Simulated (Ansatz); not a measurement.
**ClHInO···ClH₃Si (doublet): density, localisation and related maps**

```xyz
9

In    0.0714   -0.2837   -0.3114
Cl   -0.0124    0.0099    3.1985
Cl    2.1093    0.1943   -1.5229
O    -1.6488   -0.3012   -1.4518
H    -2.4213   -0.4911   -0.8793
Si    0.0116    0.0072    5.2952
H    -0.7530   -1.1906    5.7731
H     1.4371   -0.0617    5.7526
H    -0.6371    1.2700    5.7766
```

Core potentials replace the inner electrons of In.

The calculation used UKS PBE/def2-SVP in Ansatz 0.2.0.

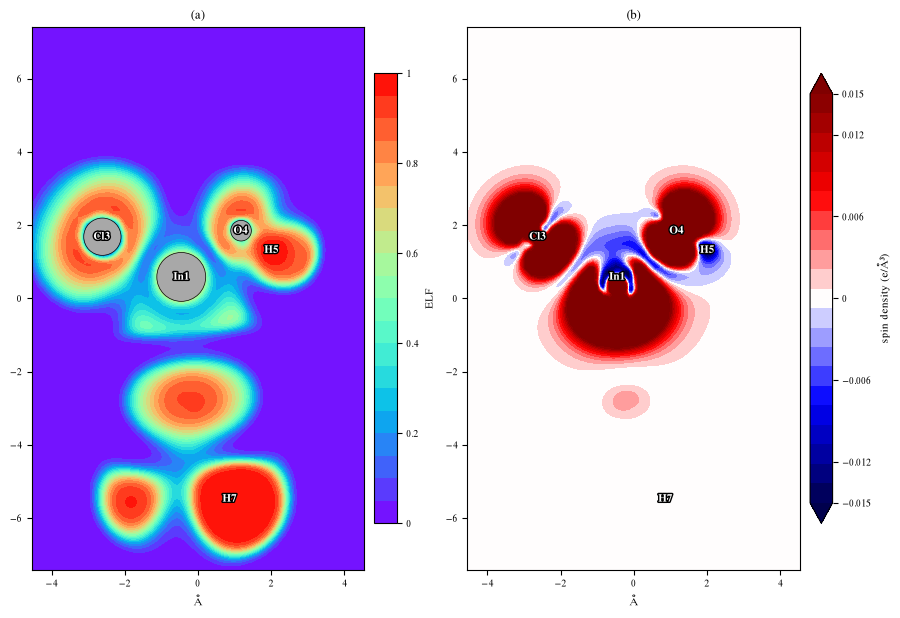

Figure 1. (a) electron localisation function; (b) spin density on the plane of atoms In1, O4 and H5. Grey discs cover the atomic cores in the ELF map.

> What does the map show?

- The section cuts through In, Cl, O and H sites.
- In–O (2.06 Å): the ELF peaks at about 0.85 in the valence shell of O, 0.6 Å from its nucleus, and drops to about 0.10 between the two atoms.
- In–Cl (2.42 Å): the ELF peaks at about 0.80 in the valence shell of Cl, 0.8 Å from its nucleus, and drops to about 0.15 between the two atoms.
- O–H (0.98 Å): the ELF climbs to about 1 towards the hydrogen, as it does in any bond to H: an ordinary covalent bond to hydrogen.
- The ELF also peaks beside Cl2, Cl3 and O4, away from the bonds: non-bonding electrons, paired or unpaired.
- The unpaired spin (1 electron) lies mostly on In1 (about 0.5), O4 (about 0.2) and Cl3 (about 0.2), in electrons by Hirshfeld's partition.

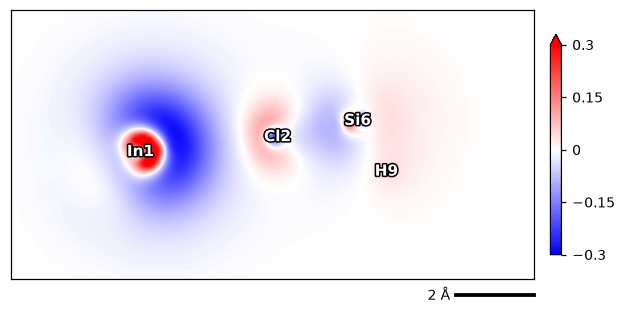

Figure 2. The LUMO (β) on the plane of atoms Cl2, Si6 and H9 (values in Å⁻³ᐟ²; the overall sign is arbitrary).

> What is the character of this orbital?

By Hirshfeld shares it lies mainly on In1 (about 50 %), O4 (about 25 %) and Cl3 (about 20 %). Its energy is −4.58 eV.

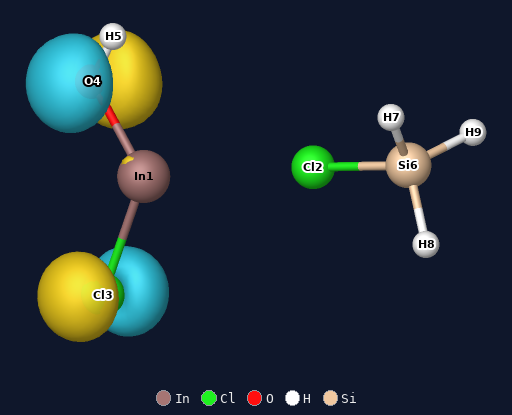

Figure 3. The HOMO−1 (α) at ±0.15 Å⁻³ᐟ² (yellow and cyan are the two phases), seen at a tilt.

> Describe this orbital and give its energy.

Its weight (Hirshfeld) is mainly on O4 (about 60 %), Cl3 (about 30 %) and In1 (about 5 %). Its energy is −6.66 eV.
